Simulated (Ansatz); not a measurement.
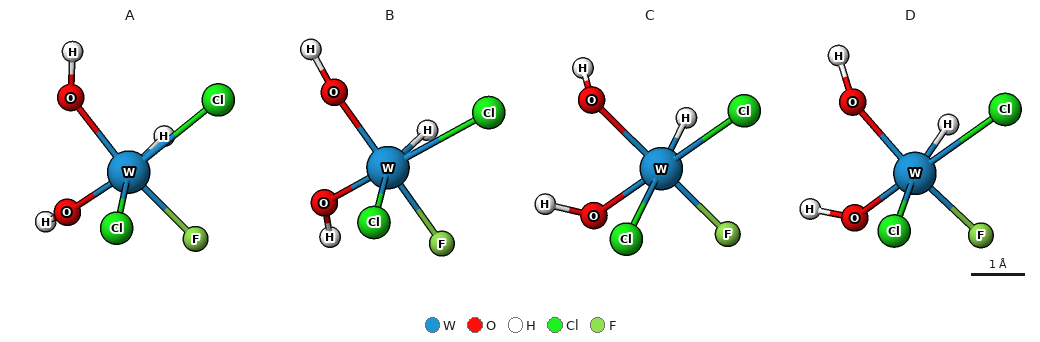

4 geometries from one relaxation of WH3O2Cl2F, in shuffled order. A ball-and-stick model, seen at a tilt.

The run prepares the start of a later molecular dynamics calculation, from a guessed geometry.

Computed with RHF/def2-SVP (Ansatz). (no spin polarisation; force threshold 0.02 eV/Å; at most 40 steps)

Q: Order the frames from highest to lowest energy.

A: C, D, A, B. They are steps 0, 6, 13, 28, at +34.0 kcal/mol, +4.15 kcal/mol, +1.15 kcal/mol relative to the last. Over 23 accepted moves (28 points after the start) the energy falls by 34.0 kcal/mol. Largest force component: 3.5 eV/Å at the start, 0.016 eV/Å at the end. The line search rejected the trial steps at points 5, 15, 20, 22, 26 of the run. The atom that moves furthest after the best rigid fit is an H atom (1.43 Å). By element the largest moves are H 1.43 Å, F 0.53 Å, Cl 0.51 Å, O 0.31 Å, W 0.28 Å. Among the contacts that change: O–W 1.940 → 1.798 Å, O–W 1.940 → 1.848 Å, H–O 1.010 → 0.945 Å, H–W 1.720 → 1.677 Å. Among the angles between lasting bonds that change: W–O–H 109.5° → 172.4°, W–O–H 109.5° → 130.0°, Cl–W–H 180.0° → 159.5°. The run took 89 s on 2 threads of Arm Neoverse V1, on a shared host, peak memory 0.3 GiB.

Limits of the set-up: Hartree-Fock leaves out electron correlation.
